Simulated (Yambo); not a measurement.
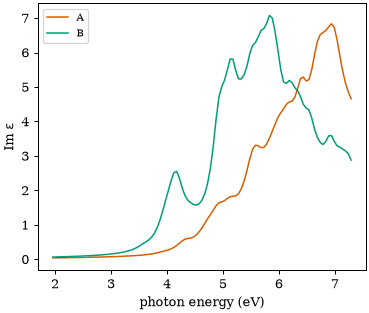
Fig. 1. Two computed absorption spectra of Sr2OsH6 (space group Fm-3m, No. 225) (Yambo, PBEsol bands with the same scissor, field along x)

Q: Which curve includes the electron-hole attraction (BSE), and where are its main peaks?

A: Curve B: the attraction moves weight to lower energy (centre of the plotted range 5.7 eV against 6.2 eV). Its peaks lie at 4.2 eV, 5.8 eV. Settings: 6×6×6 mesh, 6 valence and 6 conduction bands, static screening with 61 bands and a 3 Ry block, scissor 1.28 eV, Tamm-Dancoff. The scissor comes from a G0W0 run whose convergence isn't established. Broadening 0.15 eV. The band window holds all transitions up to 7.3 eV. Fine structure above the onset can come from the mesh.

Spin-orbit coupling is not included.

Geometry of the Materials Project entry, not relaxed at this level; primitive cell a = 5.3914 Å, b = 5.3914 Å, c = 5.3914 Å, α = 60.00°, β = 60.00°, γ = 60.00°.

The structure is a Materials Project entry; no match was found in the copy of COD used, and its stability was not checked.
